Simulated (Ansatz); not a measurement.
**Run report: Si10H5Cl, nudged elastic band (part 2 of 2)**

Continued. System: Si10H5Cl (slab, 32 atoms in the cell). Method: DFT PBE, scalar-relativistic, plane waves, PAW, PAW set soft_1, no spin polarisation (Ansatz 0.2.0); cutoff 420 eV, 2×2×1 k-mesh, Fermi–Dirac smearing of 0.02 eV. One setting was made poor on purpose. The input holds or restrains some coordinates. It belongs to a series of runs on one base structure; here: band between the two ends.

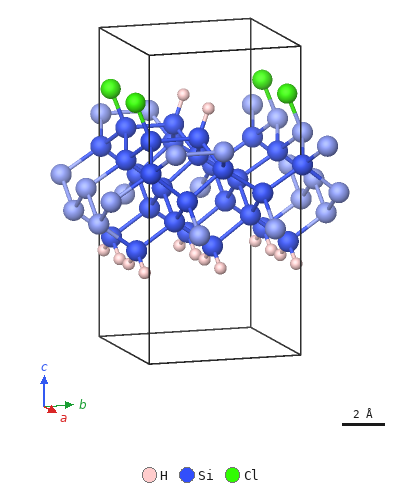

**Figure 1.** The starting structure (ball-and-stick view of the cell of the calculation, with the vacuum cut short, seen slightly off an axis; neighbours outside the cell are drawn fainter). An atom can appear more than once, as a periodic image.

Output, continued:
```
  k-point 2: bands = ["-15.7140", "-15.7121", "-11.2140", "-11.2140", "-10.2216", "-10.2216", "-9.3489", "-9.3488", "-9.0242", "-9.0241", "-8.8125", "-8.8124", "-8.6020", "-8.6018", "-7.0114", "-7.0113", "-6.4673", "-6.4673", "-6.2215", "-6.2206", "-5.5273", "-5.5271", "-4.9099", "-4.9098", "-4.6448", "-4.6446", "-4.3028", "-4.3022", "-4.0281", "-4.0274", "-3.5640", "-3.5639", "-3.3395", "-3.3392", "-3.2724", "-3.2721", "-3.0616", "-3.0614", "-2.9685", "-2.9684", "-2.7146", "-2.7145", "-2.1785", "-2.1783", "-1.8621", "-1.8620", "-1.8038", "-1.8036", "-1.0966", "-1.0963", "-0.9768", "-0.9767", "1.0668", "1.0681", "1.5666", "1.5666", "1.9583", "1.9584", "2.2072", "2.2073", "2.5200", "2.5200", "2.6644", "2.6644", "2.8354", "2.8354", "3.1248", "3.1248", "3.2070", "3.2074", "3.9838", "3.9840", "4.1074", "4.1076", "4.4332", "4.4333", "4.5060", "4.5060", "4.5725", "4.5725", "5.0524", "5.0527", "5.1777", "5.1779"]
  k-point 3: bands = ["-15.7139", "-15.7120", "-10.8905", "-10.8905", "-10.4612", "-10.4611", "-9.9357", "-9.9356", "-9.3540", "-9.3539", "-8.4401", "-8.4399", "-8.0508", "-8.0507", "-7.0820", "-7.0818", "-6.5852", "-6.5849", "-5.5983", "-5.5981", "-5.3667", "-5.3664", "-4.7192", "-4.7189", "-4.4233", "-4.4227", "-4.2470", "-4.2468", "-4.1525", "-4.1524", "-3.7643", "-3.7640", "-3.6522", "-3.6520", "-3.5060", "-3.5051", "-3.2758", "-3.2755", "-3.0082", "-3.0081", "-2.7295", "-2.7294", "-2.5950", "-2.5948", "-2.1055", "-2.1055", "-1.8721", "-1.8719", "-1.5868", "-1.5867", "-1.1296", "-1.1292", "1.1516", "1.1527", "1.6993", "1.6993", "2.1174", "2.1176", "2.7920", "2.7920", "3.0724", "3.0725", "3.2023", "3.2023", "3.3291", "3.3292", "3.7462", "3.7464", "3.9724", "3.9725", "4.1931", "4.1932", "4.3190", "4.3191", "4.5528", "4.5528", "4.6409", "4.6410", "4.8120", "4.8121", "4.9302", "4.9302", "5.0199", "5.0200"]
this run last wrote the band of iteration 5 to [file]
--- NEB band (6 images, 5 band iterations, 188 SCF iterations) ---
  forward barrier  = 1.693794 eV
  backward barrier = 1.693791 eV
  lagrangian_above_aufbau_ev (what the smearing adds, to first order; not taken off the barriers): saddle image -0.000000 eV, end points -0.000000 and -0.000000 eV
  energies are F+E_penalty+E_count in eV, relative to image 0
  image     s (Å)  Δ vs image 0  max|band force component| (eV/Å)
      0    0.0000      0.000000                                 —
      1    1.1828      0.339941                          3.177e-2
  *   2    2.3655      1.693794                          3.922e-2
      3    3.5482      1.690208                          3.909e-2
      4    4.7310      0.337756                          3.157e-2
      5    5.9138      0.000003                                 —
  highest-image geometry (image 2):
  cell:  # Å, volume = 1076.4562 Å³
    - [7.67918, 0.0, 0.0]
    - [0.0, 7.67918, 0.0]
    - [0.0, 0.0, 18.254362]
  atoms:
    - { symbol: H, position: [0.40939200400000003, 0.0, 0.054781412] }
    - { symbol: H, position: [0.090607988, 0.0, 0.054781412] }
    - { symbol: H, position: [0.9093919920000001, 0.0, 0.054781412] }
    - { symbol: H, position: [0.59060798, 0.0, 0.054781412] }
    - { symbol: H, position: [0.40939200400000003, 0.49999999200000006, 0.054781412] }
    - { symbol: H, position: [0.090607988, 0.49999999200000006, 0.054781412] }
    - { symbol: H, position: [0.9093919920000001, 0.49999999200000006, 0.054781412] }
    - { symbol: H, position: [0.59060798, 0.49999999200000006, 0.054781412] }
    - { symbol: Si, position: [0.24999999600000003, 0.0, 0.10219478] }
    - { symbol: Si, position: [0.7499999880000001, 0.0, 0.10219478] }
    - { symbol: Si, position: [0.24999999600000003, 0.49999999200000006, 0.10219478] }
    - { symbol: Si, position: [0.7499999880000001, 0.49999999200000006, 0.10219478] }
    - { symbol: Si, position: [0.2526813650357286, 0.24996107858190372, 0.17343471156904317] }
    - { symbol: Si, position: [0.7526751423770293, 0.24996227676854982, 0.17343438044948606] }
    - { symbol: Si, position: [0.2508638006877163, 0.7496478215501972, 0.17932541535305982] }
    - { symbol: Si, position: [0.7508648025724703, 0.7496464845113605, 0.17932397348322818] }
    - { symbol: Si, position: [0.004599692601151993, 0.25054702582023686, 0.2460118856059267] }
    - { symbol: Si, position: [0.5045985037951354, 0.2505307766279898, 0.2460168710677365] }
    - { symbol: Si, position: [0.0018207454759828323, 0.7492694740004987, 0.25658214817924546] }
    - { symbol: Si, position: [0.5018240237440315, 0.749256155171035, 0.256581203341253] }
    - { symbol: Si, position: [0.009817400820122701, 0.00987887091775091, 0.3263920662123191] }
    - { symbol: Si, position: [0.5098481837449877, 0.009855139974286272, 0.3263974159733362] }
    - { symbol: Si, position: [0.0012706277956838863, 0.48829462844178934, 0.32724670711400683] }
    - { symbol: Si, position: [0.5012720047591241, 0.48828405482590953, 0.32724840135244276] }
    - { symbol: Si, position: [0.27041588829879354, 0.09826611062523781, 0.3960571001450084] }
    - { symbol: Si, position: [0.7704099134093807, 0.0982738103979776, 0.3960771692409092] }
    - { symbol: Si, position: [0.2514238149800564, 0.41121332910268876, 0.3944423293768321] }
    - { symbol: Si, position: [0.7514282644868342, 0.4112173058072013, 0.3944441102375048] }
    - { symbol: H, position: [0.25087590756529937, 0.47841800281850555, 0.4714814804434133] }
    - { symbol: H, position: [0.7508843104251959, 0.47846246803106235, 0.471476676166275] }
    - { symbol: Cl, position: [0.45100233427491654, 1.0547113197306515, 0.49357575140136406] }
    - { symbol: Cl, position: [0.9509061196597999, 1.0547139891469572, 0.4935747201085105] }
```

The last band as extended XYZ (Å, eV, eV/Å):
```
32
Lattice="7.6792 0.0000 0.0000 0.0000 7.6792 0.0000 0.0000 0.0000 18.2544" Properties=species:S:1:pos:R:3:forces:R:3 image=0 energy=-15033.43856
H     3.1438    0.0000    1.0000   -0.6224  -0.0819  -0.0012
H     0.6958    0.0000    1.0000    0.6220  -0.0793  -0.0005
H     6.9834    0.0000    1.0000   -0.6224  -0.0819  -0.0014
H     4.5354    0.0000    1.0000    0.6221  -0.0793  -0.0004
H     3.1438    3.8396    1.0000   -0.6217   0.0822  -0.0045
H     0.6958    3.8396    1.0000    0.6214   0.0797  -0.0039
H     6.9834    3.8396    1.0000   -0.6217   0.0825  -0.0048
H     4.5354    3.8396    1.0000    0.6213   0.0794  -0.0035
Si    1.9198    0.0000    1.8655    0.0002  -0.2485   0.0189
Si    5.7594    0.0000    1.8655    0.0004  -0.2480   0.0182
Si    1.9198    3.8396    1.8655   -0.0006   0.2435  -0.0019
Si    5.7594    3.8396    1.8655    0.0016   0.2426  -0.0006
Si    1.9218    1.9205    3.1653   -0.0010  -0.0029   0.0037
Si    5.7617    1.9204    3.1654   -0.0021  -0.0018   0.0030
Si    1.9192    5.7584    3.2767    0.0000  -0.0022   0.0001
Si    5.7590    5.7586    3.2767   -0.0008  -0.0024   0.0001
Si    0.0022    1.9297    4.4880   -0.0065   0.0007  -0.0088
Si    3.8417    1.9302    4.4875   -0.0050   0.0004  -0.0071
Si   -0.0008    5.7541    4.6898   -0.0006   0.0038  -0.0057
Si    3.8389    5.7539    4.6895   -0.0010   0.0038  -0.0052
Si   -0.0027    0.0891    5.9535    0.0034   0.0052   0.0000
Si    3.8365    0.0893    5.9523    0.0028   0.0067   0.0016
Si   -0.0020    3.7501    5.9750    0.0013   0.0077  -0.0071
Si    3.8380    3.7503    5.9753    0.0017   0.0074  -0.0086
Si    1.9172    0.7219    7.1670    0.0032  -0.0013  -0.0217
Si    5.7561    0.7207    7.1665    0.0029  -0.0005  -0.0192
Si    1.9176    3.1429    7.1950    0.0002  -0.0055   0.0076
Si    5.7573    3.1420    7.1957   -0.0002  -0.0059   0.0060
H     1.9160    3.6404    8.6099    0.0035   0.0029  -0.0040
H     5.7564    3.6389    8.6108    0.0028   0.0036  -0.0045
Cl    1.9245    7.6306    9.1085   -0.0044  -0.0067   0.0281
Cl    5.7605    7.6252    9.1066   -0.0005  -0.0039   0.0273
32
Lattice="7.6792 0.0000 0.0000 0.0000 7.6792 0.0000 0.0000 0.0000 18.2544" Properties=species:S:1:pos:R:3:forces:R:3 image=2 energy=-15031.74477
H     3.1438    0.0000    1.0000   -0.6256  -0.0865  -0.0127
H     0.6958    0.0000    1.0000    0.6111  -0.0681   0.0094
H     6.9834    0.0000    1.0000   -0.6256  -0.0865  -0.0127
H     4.5354    0.0000    1.0000    0.6111  -0.0681   0.0094
H     3.1438    3.8396    1.0000   -0.6313   0.0967  -0.0347
H     0.6958    3.8396    1.0000    0.5992   0.0538   0.0202
H     6.9834    3.8396    1.0000   -0.6313   0.0966  -0.0347
H     4.5354    3.8396    1.0000    0.5992   0.0538   0.0202
Si    1.9198    0.0000    1.8655    0.0446  -0.2573   0.0180
Si    5.7594    0.0000    1.8655    0.0446  -0.2572   0.0179
Si    1.9198    3.8396    1.8655    0.1419   0.2321  -0.0052
Si    5.7594    3.8396    1.8655    0.1418   0.2321  -0.0054
Si    1.9404    1.9195    3.1659    0.0744  -0.0193  -0.0028
Si    5.7799    1.9195    3.1659    0.0744  -0.0194  -0.0026
Si    1.9264    5.7567    3.2735    0.0266   0.0215  -0.0068
Si    5.7660    5.7567    3.2734    0.0266   0.0214  -0.0066
Si    0.0353    1.9240    4.4908    0.1127   0.0076  -0.0021
Si    3.8749    1.9239    4.4909    0.1128   0.0075  -0.0023
Si    0.0140    5.7538    4.6837    0.0445  -0.0174  -0.0033
Si    3.8536    5.7537    4.6837    0.0445  -0.0174  -0.0032
Si    0.0754    0.0759    5.9581    0.2602  -0.0080   0.0380
Si    3.9152    0.0757    5.9582    0.2600  -0.0073   0.0373
Si    0.0098    3.7497    5.9737    0.0366  -0.0014  -0.0256
Si    3.8494    3.7496    5.9737    0.0368  -0.0012  -0.0257
Si    2.0766    0.7546    7.2298    0.4534   0.0156  -0.0360
Si    5.9161    0.7547    7.2301    0.4523   0.0156  -0.0379
Si    1.9307    3.1578    7.2003    0.0407   0.0127   0.0137
Si    5.7704    3.1578    7.2003    0.0403   0.0129   0.0134
H     1.9265    3.6739    8.6066    0.0180   0.0174   0.0109
H     5.7662    3.6742    8.6065    0.0180   0.0173   0.0111
Cl    3.4633    8.0993    9.0099   -1.2070   0.0005   0.0197
Cl    7.3022    8.0993    9.0099   -1.2055  -0.0002   0.0214
32
Lattice="7.6792 0.0000 0.0000 0.0000 7.6792 0.0000 0.0000 0.0000 18.2544" Properties=species:S:1:pos:R:3:forces:R:3 image=5 energy=-15033.43856
H     3.1438    0.0000    1.0000   -0.6224  -0.0819  -0.0014
H     0.6958    0.0000    1.0000    0.6221  -0.0793  -0.0004
H     6.9834    0.0000    1.0000   -0.6224  -0.0819  -0.0012
H     4.5354    0.0000    1.0000    0.6220  -0.0793  -0.0005
H     3.1438    3.8396    1.0000   -0.6217   0.0825  -0.0048
H     0.6958    3.8396    1.0000    0.6213   0.0794  -0.0035
H     6.9834    3.8396    1.0000   -0.6216   0.0822  -0.0045
H     4.5354    3.8396    1.0000    0.6214   0.0797  -0.0040
Si    1.9198    0.0000    1.8655    0.0004  -0.2480   0.0182
Si    5.7594    0.0000    1.8655    0.0002  -0.2485   0.0190
Si    1.9198    3.8396    1.8655    0.0016   0.2426  -0.0006
Si    5.7594    3.8396    1.8655   -0.0006   0.2435  -0.0019
Si    1.9221    1.9204    3.1654   -0.0021  -0.0018   0.0030
Si    5.7614    1.9205    3.1653   -0.0010  -0.0029   0.0037
Si    1.9194    5.7586    3.2767   -0.0008  -0.0024   0.0001
Si    5.7588    5.7584    3.2767    0.0000  -0.0022   0.0001
Si    0.0021    1.9302    4.4875   -0.0050   0.0004  -0.0071
Si    3.8418    1.9297    4.4880   -0.0065   0.0007  -0.0088
Si   -0.0007    5.7539    4.6895   -0.0010   0.0038  -0.0052
Si    3.8388    5.7541    4.6898   -0.0006   0.0038  -0.0057
Si   -0.0030    0.0893    5.9523    0.0028   0.0067   0.0015
Si    3.8369    0.0891    5.9534    0.0034   0.0052   0.0000
Si   -0.0016    3.7503    5.9753    0.0017   0.0074  -0.0086
Si    3.8376    3.7501    5.9750    0.0013   0.0077  -0.0071
Si    1.9165    0.7207    7.1665    0.0029  -0.0004  -0.0195
Si    5.7568    0.7219    7.1670    0.0032  -0.0013  -0.0220
Si    1.9177    3.1419    7.1957   -0.0002  -0.0059   0.0060
Si    5.7572    3.1429    7.1950    0.0002  -0.0055   0.0075
H     1.9168    3.6388    8.6109    0.0028   0.0037  -0.0046
H     5.7556    3.6403    8.6099    0.0035   0.0030  -0.0040
Cl    5.7641    7.6307    9.1085   -0.0044  -0.0069   0.0284
Cl    9.6001    7.6253    9.1066   -0.0005  -0.0041   0.0277
```

This output came from the following input.

Input:
```yaml
crystal:
  lattice:
    - [7.67918, 0.0, 0.0]
    - [0.0, 7.67918, 0.0]
    - [0.0, 0.0, 18.254362]
  atoms:
    - { symbol: H, position: [0.409392, 0.0, 0.0547814] }
    - { symbol: H, position: [0.090608, 0.0, 0.0547814] }
    - { symbol: H, position: [0.909392, 0.0, 0.0547814] }
    - { symbol: H, position: [0.590608, 0.0, 0.0547814] }
    - { symbol: H, position: [0.409392, 0.5, 0.0547814] }
    - { symbol: H, position: [0.090608, 0.5, 0.0547814] }
    - { symbol: H, position: [0.909392, 0.5, 0.0547814] }
    - { symbol: H, position: [0.590608, 0.5, 0.0547814] }
    - { symbol: Si, position: [0.25, 0.0, 0.1021948] }
    - { symbol: Si, position: [0.75, 0.0, 0.1021948] }
    - { symbol: Si, position: [0.25, 0.5, 0.1021948] }
    - { symbol: Si, position: [0.75, 0.5, 0.1021948] }
    - { symbol: Si, position: [0.25026556, 0.25008781, 0.17339981] }
    - { symbol: Si, position: [0.75030241, 0.25007235, 0.17340645] }
    - { symbol: Si, position: [0.24992488, 0.74987622, 0.1795042] }
    - { symbol: Si, position: [0.74994755, 0.74989314, 0.17950099] }
    - { symbol: Si, position: [0.00029062, 0.25128736, 0.24585971] }
    - { symbol: Si, position: [0.50027156, 0.25135315, 0.2458327] }
    - { symbol: Si, position: [-9.861e-05, 0.74930776, 0.25691325] }
    - { symbol: Si, position: [0.49991249, 0.7492918, 0.25689651] }
    - { symbol: Si, position: [-0.00034637, 0.01159996, 0.32613905] }
    - { symbol: Si, position: [0.4996036, 0.01162436, 0.32607694] }
    - { symbol: Si, position: [-0.00026058, 0.48835084, 0.32731951] }
    - { symbol: Si, position: [0.49979755, 0.4883717, 0.32733475] }
    - { symbol: Si, position: [0.24965855, 0.09401199, 0.39261878] }
    - { symbol: Si, position: [0.74957471, 0.09384628, 0.39259258] }
    - { symbol: Si, position: [0.24971245, 0.4092785, 0.39415044] }
    - { symbol: Si, position: [0.74973283, 0.40915201, 0.39419139] }
    - { symbol: H, position: [0.249502, 0.4740621, 0.47166089] }
    - { symbol: H, position: [0.74961068, 0.47386439, 0.47171259] }
    - { symbol: Cl, position: [0.25061716, 0.99367711, 0.49897854] }
    - { symbol: Cl, position: [0.75014758, 0.99296567, 0.49887129] }
basis:
  ecutwfc: 420.0
kpoints:
  mp_grid: { grid: [2, 2, 1] }
hamiltonian:
  xc: pbe
  pseudopotentials: { kind: paw, azcp: { folder: soft_1 } }
scf:
  occupations: { method: fermi_dirac, width: 0.02 }
  lower_state_search: "off"
  max_iter: 100
neb:
  images: 4
  f_tol: 0.05
  max_iterations: 29
  order_check: false
  climbing: false
  constraints: [{ sites: [0, 1, 2, 3, 4, 5, 6, 7, 8, 9, 10, 11] }]
  final_atoms:
    - { symbol: H, position: [0.40939201, 0.0, 0.05478143] }
    - { symbol: H, position: [0.09060797, 0.0, 0.05478143] }
    - { symbol: H, position: [0.90939198, 0.0, 0.05478143] }
    - { symbol: H, position: [0.59060795, 0.0, 0.05478143] }
    - { symbol: H, position: [0.40939201, 0.49999998, 0.05478143] }
    - { symbol: H, position: [0.09060797, 0.49999998, 0.05478143] }
    - { symbol: H, position: [0.90939198, 0.49999998, 0.05478143] }
    - { symbol: H, position: [0.59060795, 0.49999998, 0.05478143] }
    - { symbol: Si, position: [0.24999999, 0.0, 0.10219475] }
    - { symbol: Si, position: [0.74999997, 0.0, 0.10219475] }
    - { symbol: Si, position: [0.24999999, 0.49999998, 0.10219475] }
    - { symbol: Si, position: [0.74999997, 0.49999998, 0.10219475] }
    - { symbol: Si, position: [0.25030211, 0.25007242, 0.17340635] }
    - { symbol: Si, position: [0.75026521, 0.2500879, 0.1733997] }
    - { symbol: Si, position: [0.24994767, 0.74989271, 0.17950087] }
    - { symbol: Si, position: [0.74992499, 0.74987585, 0.17950407] }
    - { symbol: Si, position: [0.00027129, 0.25135354, 0.24583259] }
    - { symbol: Si, position: [0.5002903, 0.25128765, 0.24585962] }
    - { symbol: Si, position: [-8.734e-05, 0.74929081, 0.2568962] }
    - { symbol: Si, position: [0.49990154, 0.74930675, 0.25691295] }
    - { symbol: Si, position: [-0.00039588, 0.0116235, 0.32607625] }
    - { symbol: Si, position: [0.49965404, 0.01159904, 0.32613838] }
    - { symbol: Si, position: [-0.00020203, 0.48837176, 0.32733511] }
    - { symbol: Si, position: [0.49973989, 0.48835085, 0.32731984] }
    - { symbol: Si, position: [0.24957526, 0.09384693, 0.39259112] }
    - { symbol: Si, position: [0.74965907, 0.09401275, 0.39261717] }
    - { symbol: Si, position: [0.24973339, 0.40914991, 0.39419124] }
    - { symbol: Si, position: [0.74971293, 0.40927638, 0.39415037] }
    - { symbol: H, position: [0.2496117, 0.47384657, 0.47171473] }
    - { symbol: H, position: [0.74950249, 0.47404395, 0.47166316] }
    - { symbol: Cl, position: [0.75061789, 0.99368996, 0.49897752] }
    - { symbol: Cl, position: [1.2501481, 0.99297862, 0.49887056] }
```

Launched with:
```bash
ansatz run input.yaml --threads 2 --pin off --max-ram 5120MiB --backend cpu --events-out ev --progress --plain --runs-dir out
```

Summary:

| quantity | value |
| --- | --- |
| outcome | converged under the restraints of the input |
| barrier, forward | 1.694 eV |
| barrier, backward | 1.694 eV |
| electrons treated | 104 |
| hardware | 2 threads of Arm Neoverse N1, 24 GiB of memory available, shared host |
| wall time | 8 min (CPU time 16 min) |
| peak memory | 2.3 GiB |

A deliberately poor setting: no climbing. The order of the saddle point was not checked.
